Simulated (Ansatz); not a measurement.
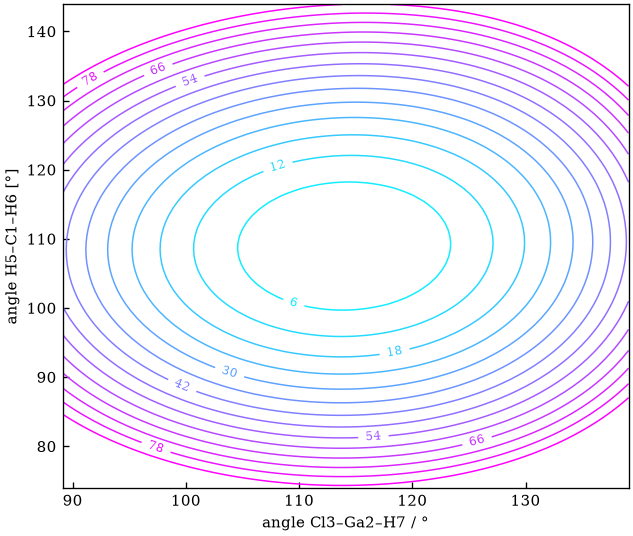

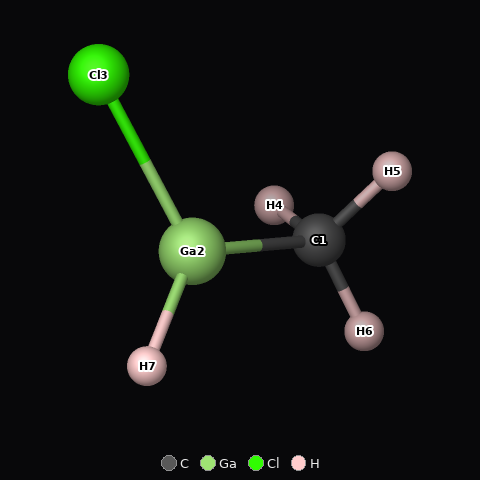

Energy landscape of CH4ClGa, SMILES [CH3][GaH][Cl]. Coordinates scanned: (1) angle Cl3–Ga2–H7; (2) angle H5–C1–H6. Nothing is relaxed (all other coordinates rigid). The grid has 9 × 9 points. Energies are in kJ/mol, from the relaxed molecule at the same level. Level of theory: RKS wB97X-V/def2-TZVP in Ansatz.

In the figure: contour lines labelled in kJ/mol (none above 84). Between grid points the surface is interpolated. The second picture is the structure at the lowest point.

> What does the map say about the system?

The lowest grid point is at angle Cl3–Ga2–H7 = 114.1°, angle H5–C1–H6 = 108.9°, 0 kJ/mol from the relaxed molecule at the same level. It is the only kind of minimum in the scanned range. The highest grid point, angle Cl3–Ga2–H7 = 139.1°, angle H5–C1–H6 = 73.9°, lies 136 kJ/mol above the lowest. Round the minimum the contours are nearly round: the two directions are equally stiff and uncoupled.

Grid values (kJ/mol):

```tsv
angle H5–C1–H6 ↓, angle Cl3–Ga2–H7 →	89.1	95.3	101.6	107.8	114.1	120.3	126.6	132.8	139.1
143.9	133	112	97	88	84	85	92	106	131
135.2	95	74	60	51	48	49	57	71	94
126.4	66	47	33	24	21	23	31	45	69
117.7	49	30	16	8	5	8	16	30	53
108.9	43	24	10	3	0	3	11	26	49
100.2	48	29	15	8	5	8	17	32	55
91.4	64	45	32	24	22	25	33	48	72
82.7	91	72	58	51	48	51	60	75	99
73.9	129	110	96	89	86	89	98	113	136
```

The input of one point:

```yaml
crystal:
  periodic: [false, false, false]
  atoms:
    - { symbol: C, position_ang: [-0.631936, 0.642892, -0.191391] }
    - { symbol: Ga, position_ang: [0.675407, -0.77659, 0.091853] }
    - { symbol: Cl, position_ang: [2.001686, -0.466877, 1.765529] }
    - { symbol: H, position_ang: [-1.250796, 0.755183, 0.703476] }
    - { symbol: H, position_ang: [-0.113771, 1.59328, -0.348182] }
    - { symbol: H, position_ang: [-1.279961, 0.447946, -1.047972] }
    - { symbol: H, position_ang: [0.92898, -2.101484, -0.682836] }
basis:
  gaussian: { orbitals: def2-TZVP }
hamiltonian:
  xc: { name: wB97X-V }
output:
  forces: true
```

Each point was launched as `ansatz run input.yaml --threads 1 --pin off --max-ram 2560MiB --backend cpu --events-out ev --progress --plain --runs-dir out`. The whole map (81 points run) took 49 min on 1 thread of Arm Neoverse N1, with other jobs on the host.
